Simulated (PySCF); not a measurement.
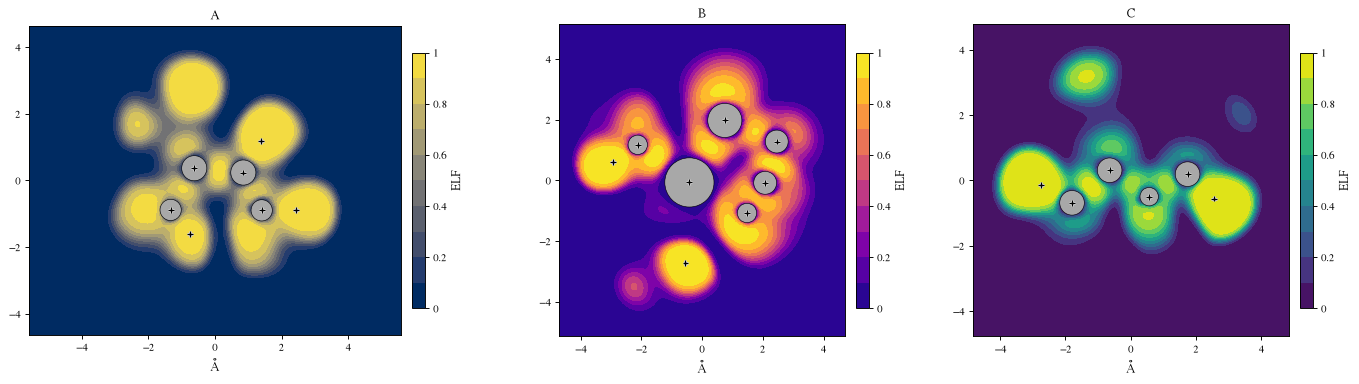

The electron localisation function of 3 systems, each on a plane through atoms (crosses mark nuclei in the plane; grey discs cover the cores).

Computed with PBE0/pcSseg-1, SCF density, gas phase, non-relativistic in PySCF 2.14.0.

System 1: C₃H₉AlN₂S₂, the plane of atoms C6, C7 and N8. Geometry: GFN2-xTB.

```yaml
atoms:
  - { symbol: C, position_ang: [2.4388, -1.4259, 0.2017] }
  - { symbol: S, position_ang: [1.6661, -0.0704, 1.1464] }
  - { symbol: Al, position_ang: [0.0598, 0.2911, -0.3686] }
  - { symbol: N, position_ang: [0.4919, 2.3481, -0.4684] }
  - { symbol: S, position_ang: [-2.1369, 1.0365, 0.0191] }
  - { symbol: C, position_ang: [-2.9273, -0.6222, 0.2143] }
  - { symbol: C, position_ang: [-1.7584, -1.3818, -0.0153] }
  - { symbol: N, position_ang: [-0.6729, -1.7245, -0.2358] }
  - { symbol: H, position_ang: [2.4376, -2.3193, 0.8182] }
  - { symbol: H, position_ang: [1.8905, -1.6025, -0.7216] }
  - { symbol: H, position_ang: [3.4596, -1.1330, -0.0231] }
  - { symbol: H, position_ang: [0.3266, 0.0069, -1.8510] }
  - { symbol: H, position_ang: [0.4971, 2.7376, 0.4752] }
  - { symbol: H, position_ang: [1.4224, 2.4773, -0.8586] }
  - { symbol: H, position_ang: [-0.1689, 2.8857, -1.0257] }
  - { symbol: H, position_ang: [-3.3369, -0.7321, 1.2179] }
  - { symbol: H, position_ang: [-3.6961, -0.7595, -0.5453] }
```

System 2: C₅H₁₄N₂Si, the plane of atoms N6, C5 and H16. Geometry: GFN2-xTB.

```xyz
22

C    -1.8253   -1.0395   -1.0772
N    -0.5117   -0.4194   -1.0288
C    -0.2092    0.3505    0.1782
C    -0.5810   -0.3852    1.4620
C    -0.7782    1.7171    0.1577
N    -1.1920    2.2295   -0.9175
Si    1.7158    0.5353    0.0414
C     2.4705   -1.2002    0.0683
H    -1.8819   -1.8365   -0.3362
H    -1.9556   -1.4831   -2.0638
H    -2.6477   -0.3332   -0.9024
H    -0.4590    0.2472   -1.7955
H    -0.1524    0.1265    2.3215
H    -0.1946   -1.4003    1.4338
H    -1.6613   -0.4271    1.5966
H    -0.7428    2.2396    1.1260
H    -1.5143    3.1914   -0.8521
H     2.2157    1.3379    1.1710
H     2.0045    1.2331   -1.2126
H     3.5208   -1.1578   -0.1998
H     2.4023   -1.6553    1.0517
H     1.9669   -1.8509   -0.6395
```

System 3: C₄H₉FO₃Si, the plane of atoms C3, C2 and H11. Geometry: GFN2-xTB.

```xyz
18

O     2.9602   -0.2198    0.8173
C     2.0818   -0.6668   -0.1808
C     0.8055    0.1621   -0.2509
O     0.1182   -0.0805    1.0129
C    -1.0477    0.6026    1.1930
F    -0.8370    1.9640    1.0438
C    -2.2098    0.1954    0.2783
O    -1.8681    0.1815   -1.0733
Si   -0.4191   -0.2814   -1.6488
H     2.4539   -0.1511    1.6356
H     2.6201   -0.5848   -1.1268
H     1.8146   -1.7194   -0.0120
H     1.0860    1.2232   -0.2701
H    -1.3411    0.4549    2.2431
H    -2.5497   -0.7997    0.5873
H    -3.0225    0.9153    0.4117
H    -0.2693    0.5441   -2.8323
H    -0.3847   -1.7332   -1.8398
```

Match each panel to its system.

Panel A is system 2, C₅H₁₄N₂Si: the plane holds N, C and H. C–N (1.26 Å): the ELF peaks at about 0.90 between the atoms; a short, multiple covalent bond. Panel B is system 1, C₃H₉AlN₂S₂: the plane holds Al, N, S, C and H. C–N (1.16 Å): the ELF peaks at about 0.85 between the atoms: a multiple bond. Panel C is system 3, C₄H₉FO₃Si: the plane holds C, O and H. C–O (1.36 Å): the ELF peaks at about 0.90 between the atoms: a shared but strongly polarised pair.
